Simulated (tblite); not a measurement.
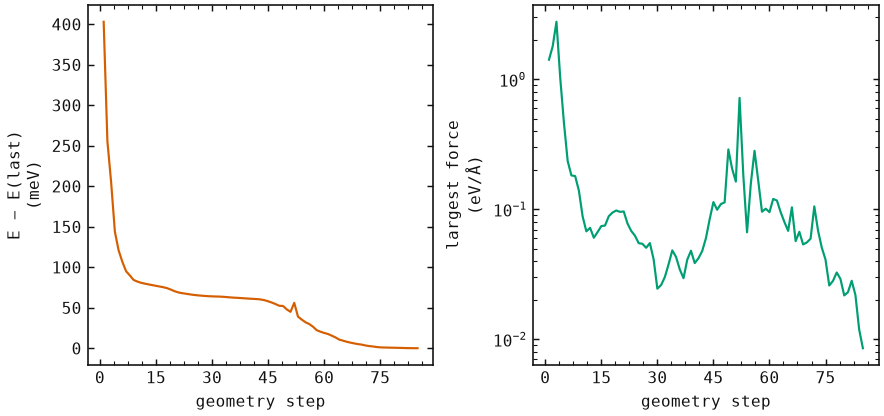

History of a geometry optimisation.

- system: C$_{7}$H$_{12}$P (SMILES C=C[P+](C)(C)C#CC) (charge +1)
- method: GFN2-xTB geometry optimisation, gas phase in tblite 0.8.0

How did it end, and what did it gain?

Answer. The optimisation met its thresholds at geometry 85, counting the start as the first. The energy fell by about 400 meV from the first step to the last, with a rise at step 52. The largest force goes from about 1.4 eV/Å at the start to 9 × 10⁻³ eV/Å at the end, with a peak of 2.8 eV/Å at step 3.
